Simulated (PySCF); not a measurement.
```xyz
15

C    -3.0054   -0.1162    0.0740
N    -1.8021    0.2231    0.7439
C    -0.6413    0.1227    0.2231
C    -0.1616   -0.3097   -1.0543
C     1.1961   -0.2480   -1.1720
C     1.8520    0.2241   -0.0234
C     3.2707    0.3883    0.1410
O     3.8239    0.7870    1.1414
S     0.7438    0.6038    1.2438
H    -2.8930   -0.4284   -0.9695
H    -3.6662    0.7518    0.1286
H    -3.4852   -0.9159    0.6435
H    -0.8254   -0.6487   -1.8289
H     1.7416   -0.5320   -2.0560
H     3.8477    0.1061   -0.7626
```

Geometry: GFN2-xTB.

These are results of UKS B3LYP, pcH-1 on C H N O S, non-relativistic, mean-field spin-orbit, GIAO (PySCF 2.14.0, density-fitted response routines), not measurements.

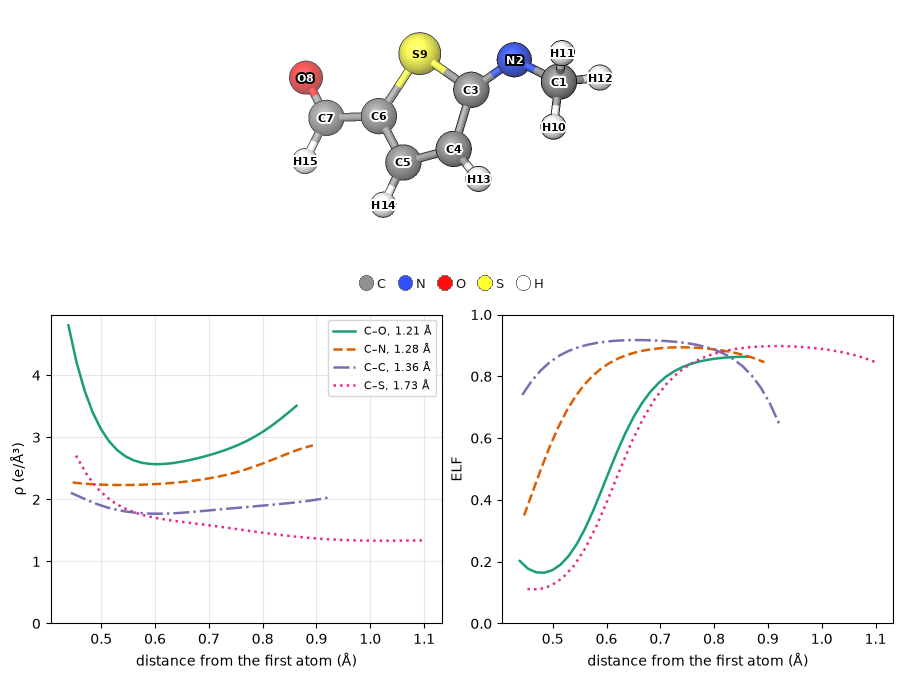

C$_{6}$H$_{6}$NOS (SMILES C[N]c1ccc(C=O)s1) (doublet). Total electron density and ELF along straight lines between neighbouring atoms. The curves leave out the atomic cores. The structure is drawn too.

What kind of bonding do the profiles show?

C–O (1.21 Å): ρ is about 2.6 e/Å³ halfway; the ELF peaks at about 0.85 between the atoms: a short, multiple covalent bond.
C–N (1.28 Å): ρ at the midpoint is about 2.3 e/Å³; the ELF peaks at about 0.90 between the atoms, as expected for localised, covalent bonding.
C–C (1.36 Å): the density is about 1.8 e/Å³ at the midpoint; the ELF peaks at about 0.90 between the atoms: a covalent bond.
C–S (1.73 Å): ρ at the midpoint is about 1.4 e/Å³; the ELF peaks at about 0.90 between the atoms; a covalent bond.
